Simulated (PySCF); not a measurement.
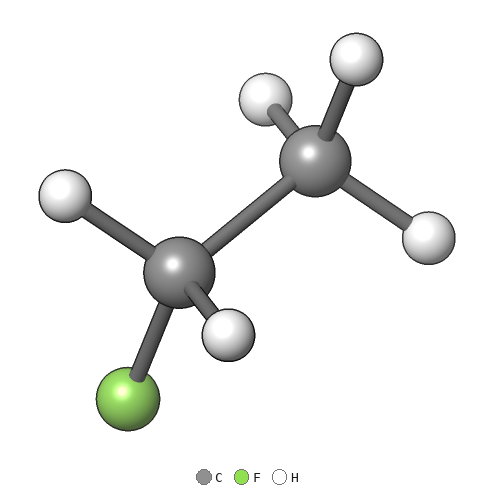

Ball-and-stick drawing of a structure. Every bond is drawn as one stick, whatever its order.

Identify the structure.

The molecule is C₂H₅F. As SMILES it reads `CCF`. It has no ring. Among its groups: C–F bond. The point group is Cs. Coordination: 2 C tetrahedral.

The parts below concern this one geometry. Atoms keep their numbers from picture to picture. The computed structure is the end point of a PBE0-D3(BJ)/def2-SVP optimisation. No frequency run is at hand to confirm it as a minimum.

## Geometry

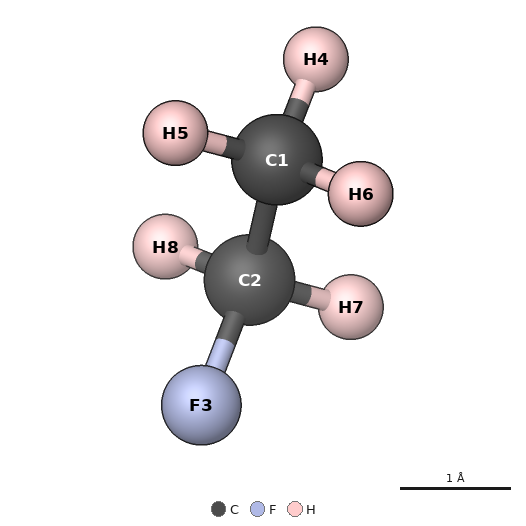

Atoms carry their numbers in the input. No frequency run is at hand to confirm it as a minimum.

What are the angles C2–C1–H4, C2–C1–H5, H4–C1–H5, H5–C1–H6, C1–C2–F3, C1–C2–H7, F3–C2–H7, H7–C2–H8?

| angle | degrees |
| --- | --- |
| C2–C1–H4 | 110.5 |
| C2–C1–H5 | 110.7 |
| H4–C1–H5 | 108.3 |
| H5–C1–H6 | 108.2 |
| C1–C2–F3 | 110.3 |
| C1–C2–H7 | 111.1 |
| F3–C2–H7 | 108.2 |
| H7–C2–H8 | 107.8 |

## NMR shielding

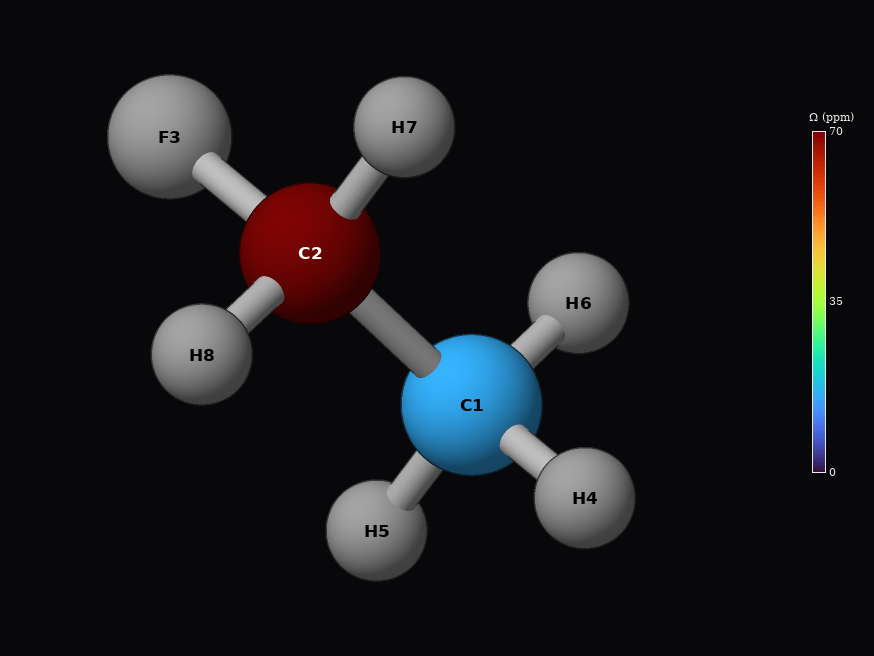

The C atoms are coloured by the span of their shielding tensor. No frequency run is at hand to confirm it as a minimum. Level of theory: GIAO PBE0/STO-3G NMR shielding, non-relativistic, gas phase (PySCF 2.14.0). Principal shieldings σ11 ≤ σ22 ≤ σ33, span Ω = σ33 − σ11, skew κ = 3(σiso − σ22)/Ω.

**Which C atom has the most anisotropic shielding?**

C2, with a span of 70 ppm.

Give the shielding tensors of the C atoms.

```json
{"atom": "C1", "σ11": "211.6", "σ22": "212.4", "σ33": "227.5", "σiso": "217.1", "Ω": "15.9", "κ": "0.90"}
{"atom": "C2", "σ11": "149.5", "σ22": "162.2", "σ33": "219.3", "σiso": "177.0", "Ω": "69.8", "κ": "0.64"}
```

Shieldings and span in ppm.

## Charges

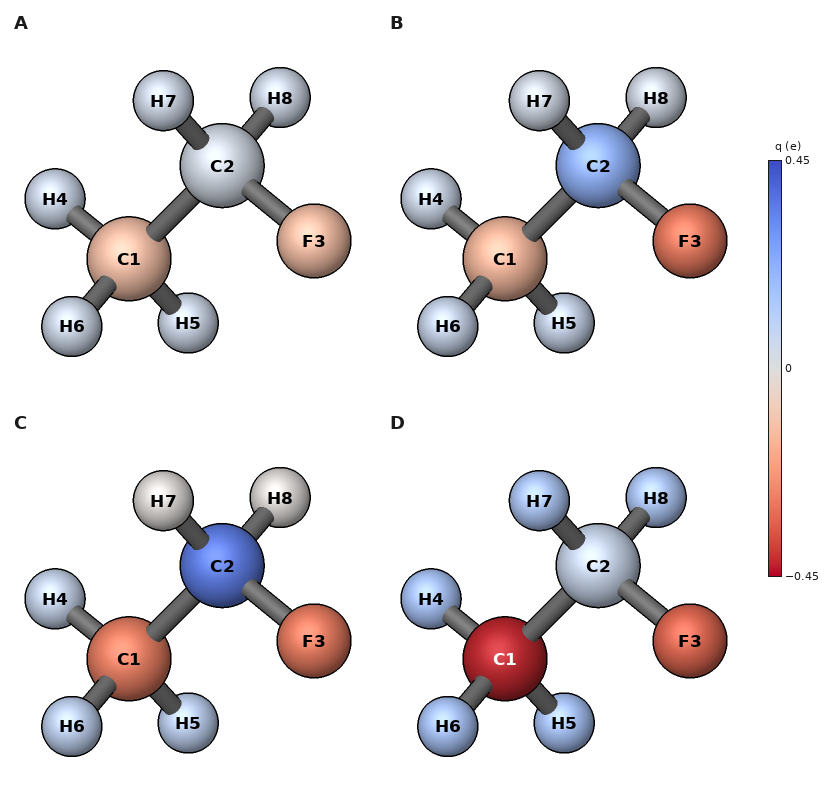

Atomic charges of one calculation by 4 schemes, on one colour scale. No frequency run is at hand to confirm it as a minimum. Computed with PBE0/def2-SVP (PySCF 2.14.0).

**The schemes are ESP-fitted, Hirshfeld, IAO, Mulliken. Which panel shows which?**

A Hirshfeld, B Mulliken, C ESP-fitted, D IAO.

List the charges (e), one line for each set of equivalent atoms.

```csv
atom,Hirshfeld,Mulliken,ESP-fitted,IAO
C1,−0.12,−0.14,−0.28,−0.42
C2,0.03,0.20,0.34,0.06
F3,−0.12,−0.29,−0.28,−0.32
H4,0.05,0.05,0.06,0.14
"H5, H6",0.04,0.06,0.08,0.14
"H7, H8",0.04,0.03,−0.01,0.13
```

## Levels of theory compared

No frequency run is at hand to confirm it as a minimum. Program: PySCF 2.14.0.

Tabulate dipole (D), HOMO–LUMO gap (eV), HOMO energy (eV) at these levels: B97-2/pcSseg-2; BHandHLYP/pcSseg-2; CAM-B3LYP/pcSseg-2; LC-wPBE/pcSseg-2; PBE0/6-311+G(2d,p); PBE0/6-31G; PBE0/6-31G*; PBE0/STO-3G; PBE0/def2-SVP; PBE0/def2-TZVP; WP04/pcSseg-2; ωB97X-D/pcSseg-2.

```csv
level,dipole (D),HOMO–LUMO gap (eV),HOMO energy (eV)
B97-2/pcSseg-2,1.86,9.82,−9.07
BHandHLYP/pcSseg-2,1.99,12.12,−10.95
CAM-B3LYP/pcSseg-2,1.94,12.18,−10.85
LC-wPBE/pcSseg-2,1.93,14.63,−12.16
"PBE0/6-311+G(2d,p)",1.91,9.80,−9.35
PBE0/6-31G,2.03,12.05,−9.03
PBE0/6-31G*,1.67,12.11,−8.98
PBE0/STO-3G,0.99,14.25,−5.08
PBE0/def2-SVP,1.77,11.18,−9.13
PBE0/def2-TZVP,1.81,10.71,−9.29
WP04/pcSseg-2,1.99,10.06,−10.61
ωB97X-D/pcSseg-2,1.89,13.69,−11.27
```

Mulliken values depend strongly on the basis set and can even reverse the polarity of a bond.
